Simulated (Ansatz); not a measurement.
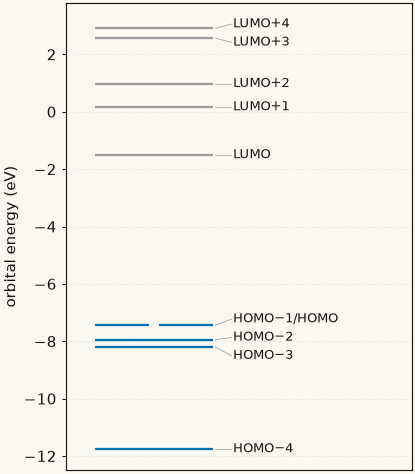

Kohn-Sham orbital energies near the frontier, r2SCAN0/def2-TZVPP with the Ansatz code 0.2.0, at a PBE0-D4/def2-TZVP geometry (a minimum by its frequencies), isolated molecule; empty levels in grey, levels within 0.03 eV side by side.

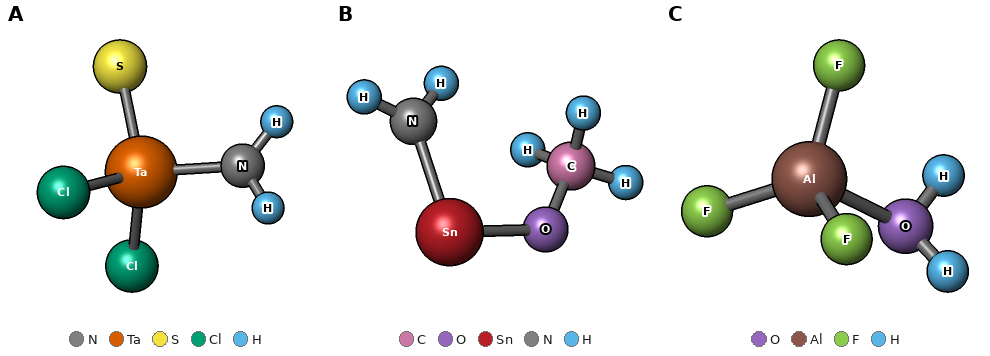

### Which molecule has this level scheme? The candidates are drawn in the second picture.

Structure B, CH₅NOSn, SMILES C[O][Sn][NH2], singlet. HOMO −7.44 eV, LUMO −1.50 eV, separation 5.94 eV.

Known limits of this run: core potentials past krypton; spin-orbit coupling is left out, and with Sn it can shift these levels and split any degenerate set; one conformer of a flexible molecule; empty levels above zero depend strongly on the basis.
